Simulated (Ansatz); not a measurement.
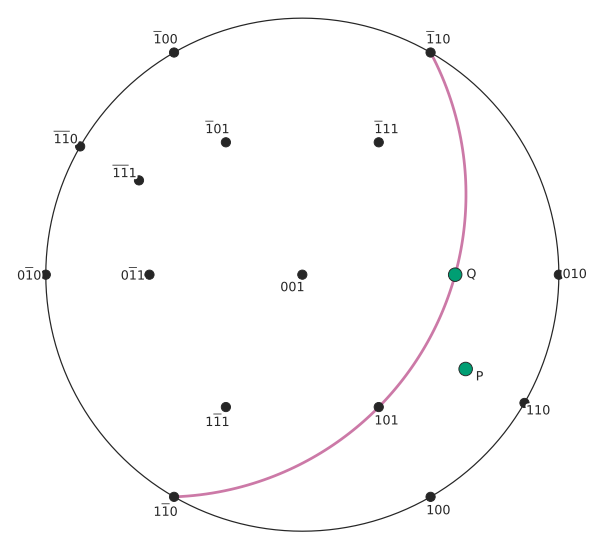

Crystal: AlN, a calculation's input that goes back to an entry of the Crystallography Open Database (an earlier step may have relaxed or displaced it). Stereographic projection of plane normals (upper hemisphere) centred on (0 0 1). Geometry calculated from the standardised cell; symmetry tolerance 0.002 Å.

a = 3.111 Å, b = 3.111 Å, c = 4.978 Å, α = 90.00°, β = 90.00°, γ = 120.00°.

Q: Index the poles marked P, Q.

A: P is (1 1 1), in four indices (1 1 −2 1), 72.6° from the centre; Q is (0 1 1), in four indices (0 1 −1 1), 61.6° from the centre.

Q: Which zone does the coloured great circle trace?

A: The zone [1 1 −1]: its poles satisfy h + k − l = 0.

Q: What is the angle between the normals of (0 1 1) and (−1 1 0), and what are their d_hkl = 1/|g|?

A: 63.9°; d = 2.369 Å and 2.694 Å.
